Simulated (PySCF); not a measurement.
SMILES [OH][Al]([OH])[SiH3] at its B3LYP/def2-SVP optimised geometry (Å):

```
9

Al    -1.4037    -1.5953     1.9284
O     -2.8393    -2.4936     1.7322
H     -3.3450    -3.0011     2.3722
O     -0.5593    -1.4687     3.4036
H     -0.7515    -1.8453     4.2661
Si    -0.5167    -0.4076     0.0000
H      0.9786    -0.4076     0.0000
H     -0.9624     1.0216     0.0000
H     -0.9786    -1.0216    -1.2822
```

Computed with B3LYP/def2-TZVP run with PySCF. Cells within 0.4 Å of a nucleus heavier than hydrogen are left out (blank, or x).

Map of the deformation density (molecule minus spherical neutral atoms) (e/bohr³) on the plane z = 0.0 Å:

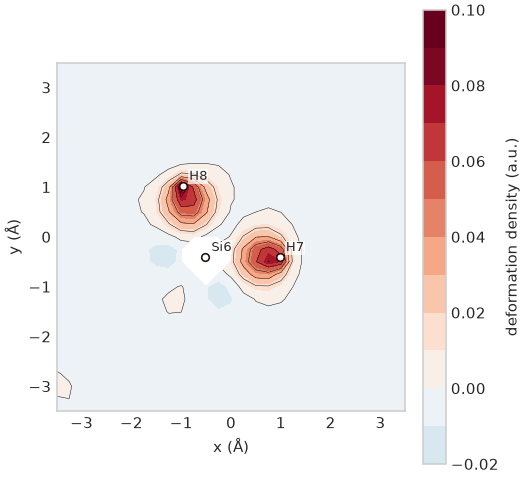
*Deformation density (molecule minus spherical neutral atoms) (e/bohr³) on the plane z = 0.0 Å.*
